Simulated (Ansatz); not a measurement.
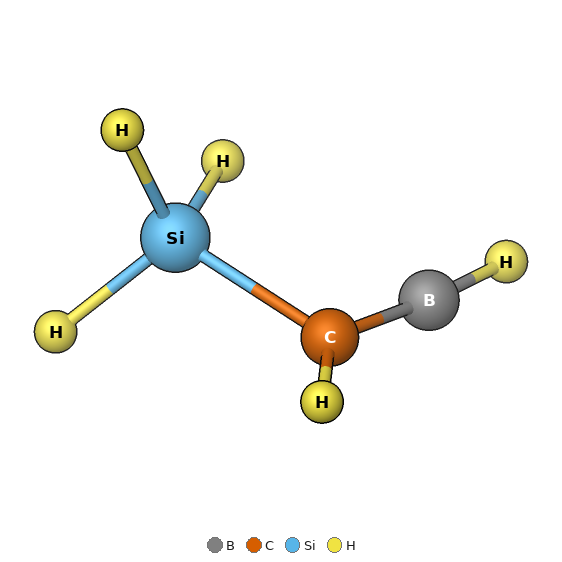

Computed geometry: PBE-D4/def2-SVP optimisation. No frequency run is at hand to confirm it as a minimum. Properties computed with RKS PBE-D4/def2-SVP (Ansatz 0.2.0).

Predict the main results.

The species is CH₅BSi.
- dipole moment: 0.45 D
- dispersion correction: −13.6 kJ/mol
